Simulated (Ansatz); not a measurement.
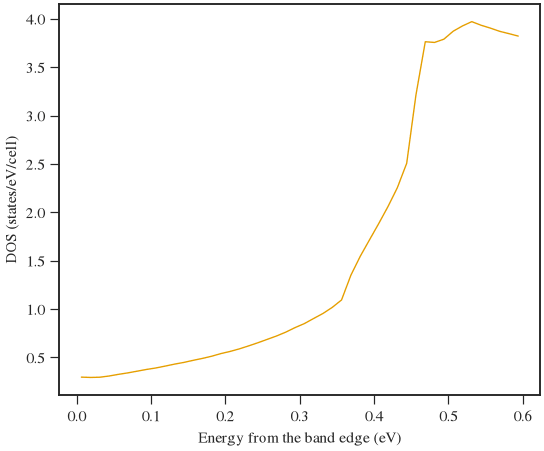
Fig. 1. Density of states of SnS₂ (P-3m1) below the valence band maximum, Ansatz (an electronic-structure program) with PBEsol+D3BJ, rigid bands; cell volume 63.5 Å³.

### Question
What effective density of states at 300 K does this give (∫ g(E) exp(−E/k_BT) dE, both spins, divided by the cell's size)?

### Answer
1.3e20 cm⁻³, a density-of-states mass of 2.9 mₑ, valleys and band degeneracy included.

Spin-orbit coupling is left out; where it splits the top of the valence band, N_v and the p-type Seebeck coefficient come out somewhat high without it. Geometry: cell and atoms relaxed with PBEsol+D3(BJ).

PBEsol with a dispersion correction tends to overbind, so the cell can be several per cent short, in bad cases over ten, which usually narrows a gap: SnS2 (P-3m1).
